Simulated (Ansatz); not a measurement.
**CH4BrFGe: density, localisation and related maps**

The calculation's input:

```
crystal:
  periodic: [false, false, false]
  atoms:
    - {symbol: C, position_ang: [-1.665679, 0.265592, 0.396655]}
    - {symbol: Br, position_ang: [-0.106122, -0.962269, -2.437445]}
    - {symbol: F, position_ang: [0.330919, -1.909748, 0.644336]}
    - {symbol: Ge, position_ang: [-0.989775, -1.375422, -0.354598]}
    - {symbol: H, position_ang: [-2.029099, 0.086409, 1.418926]}
    - {symbol: H, position_ang: [-2.488647, 0.649701, -0.222325]}
    - {symbol: H, position_ang: [-0.857532, 1.009396, 0.422524]}
    - {symbol: H, position_ang: [-1.949921, -2.565378, -0.467419]}
basis:
  gaussian:
    orbitals: def2-TZVPD
hamiltonian:
  xc: {name: PBE0}
output:
  forces: true
  orbitals: {seedname: orbitals}
```

Command:

```sh
ansatz run input.yaml --threads 2 --pin off --max-ram 4350MiB --events-out events.jsonl --progress --plain --runs-dir runs
```

Geometry: PBE0-D3(BJ)/def2-SVP.

All numbers below come from isolated molecule in a Gaussian basis; Kohn-Sham density functional theory, functional PBE0 (Ansatz 0.2.0).

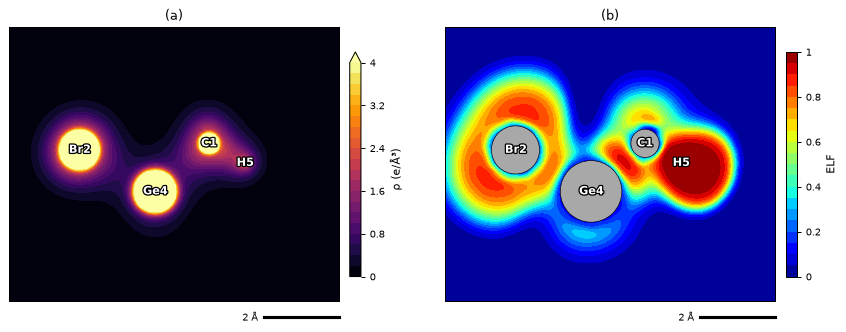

Figure 1. (a) electron density; (b) electron localisation function on the plane of atoms C1, Ge4 and Br2. Grey discs cover the atomic cores in the ELF map.

Interpret the plot.

- Atoms in the plane: C, Br, Ge and H.
- C–Ge (1.93 Å): ρ is about 0.92 e/Å³ halfway; the ELF peaks at about 0.90 between the atoms: localised, covalent bonding.
- Ge–Br (2.30 Å): ρ at the midpoint is about 0.71 e/Å³; the ELF peaks at about 0.80 in the valence shell of Br, 1.1 Å from its nucleus, and is about 0.75 at the midpoint.
- C–H (1.10 Å): ρ is about 1.9 e/Å³ halfway; the ELF climbs to about 1 towards the hydrogen, as it does in any bond to H: an ordinary covalent bond to hydrogen.
- The ELF also peaks beside Br2, away from the bonds: lone-pair regions.

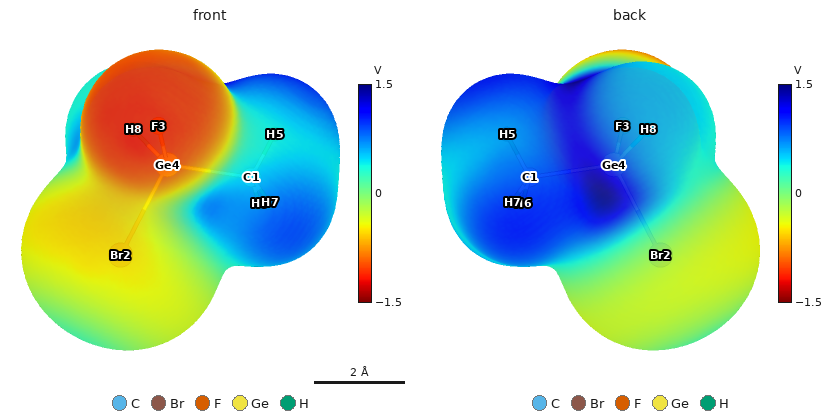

Figure 2. The molecular electrostatic potential painted on the density surface at 0.001 e/bohr³, seen from the front and from behind; the colour scale runs from red (negative) to blue (positive).

Where is the surface potential most negative and most positive?

The most negative region (about −1.1 V) lies over F3, the most positive (about +1.4 V) over Ge4. Br2 shows a σ-hole: about +0.2 V at the tip opposite its bond, against about −0.4 V on its flanks.

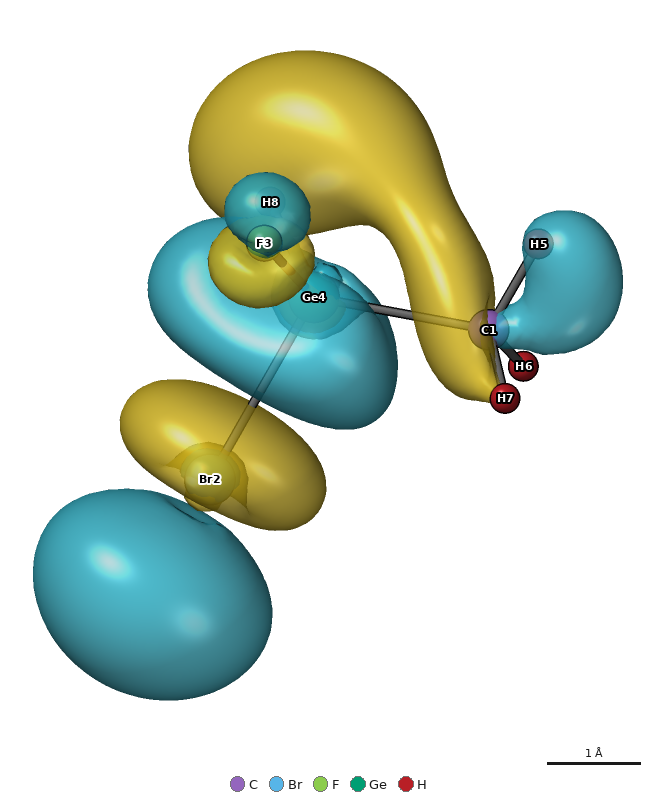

Figure 3. The LUMO at ±0.08 Å⁻³ᐟ² (yellow and cyan are the two phases), seen at a tilt.

Where does this orbital lie, and at what energy?

Its weight (Hirshfeld) is mainly on Br2 (about 40 %), Ge4 (about 35 %) and H8 (about 10 %). Its energy is −0.49 eV.
